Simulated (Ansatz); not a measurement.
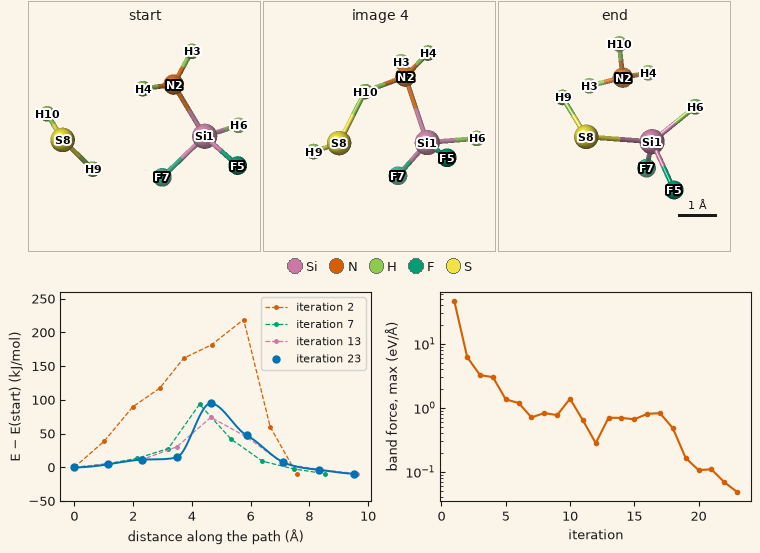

A nudged-elastic-band calculation for SiNH₅SF₂, made up of SiNH3F2 and H₂S. Images are numbered from 0 (start) to 8 (end). The plot follows the band through its iterations. A ball-and-stick model, seen at a tilt.

These are results of Ansatz, RKS PBE-D4/def2-SVP, not measurements. Settings: 7 movable images; climbing image; force threshold 0.05 eV/Å; iteration limit 60; starting path through a guess of the saddle point.

### How did the profile develop, and is the result final?

The result is final at these settings. The band converged in 23 iterations. The largest component of the band force went from 46 to 0.049 eV/Å. The climbing image converged on the top of the path. Its vibrational analysis gives one imaginary mode (828i cm⁻¹), as a transition state must have. The first iteration put the highest image at 1272.5 kJ/mol. Forward barrier 94.9 kJ/mol, backward barrier 104.3 kJ/mol, with image 4 at the top; the reaction energy is −9.4 kJ/mol.

Limits of the set-up: the start holds two separate molecules, 2.2 Å apart at their closest, whose relative position is a soft coordinate.
